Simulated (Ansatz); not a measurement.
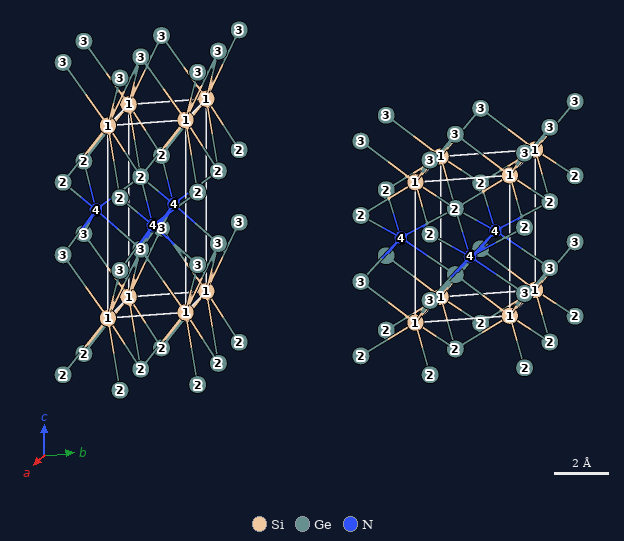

Two geometries of solid SiGe2N (a generated structure, set up in P-6m2), drawn at one scale. One is the start of a relaxation, the other its converged end. The picture is a ball-and-stick view of the cell of the calculation, seen slightly off an axis.

These are results of Ansatz, DFT PBE, scalar-relativistic, plane waves, PAW, not measurements. (plane-wave cutoff 420 eV; k-point mesh 12 × 12 × 8; occupations gaussian; smearing width 0.1 eV; no spin polarisation; cell and atoms relaxed; force threshold 0.01 eV/Å; at most 80 steps)

Which geometry has the lower energy?

The left one is the relaxed one. The largest moves relative to the cell, 0.35 Å, are those of Ge2 and Ge3. Ge3 goes along +c. Si and N stay in place. The volume changes by −7.4 %, with a = b 3.655 → 3.003 Å (−17.8 %), c 5.453 → 7.474 Å (+37.1 %). Near-neighbour distances that change, for instance: Si1–Si1 3.655 → 3.003 Å, Si1–Ge2 2.557 → 2.903 Å, Ge2–N4 2.469 → 2.234 Å. The space group stays P-6m2 (No. 187). After 17 accepted moves (21 points after the start) the energy has fallen by 271 meV per atom. Largest force component: 0.33 eV/Å at the start, under 0.0001 eV/Å at the end. Pressure: −1.78 GPa at the start and 0.00 GPa at the end. The line search rejected the trial step at point 8 of the run. The SCF was repeated 3 times at an unchanged geometry on a basis and grid sized afresh for the cell, which shifted the energy by 39.7 meV per atom at most.
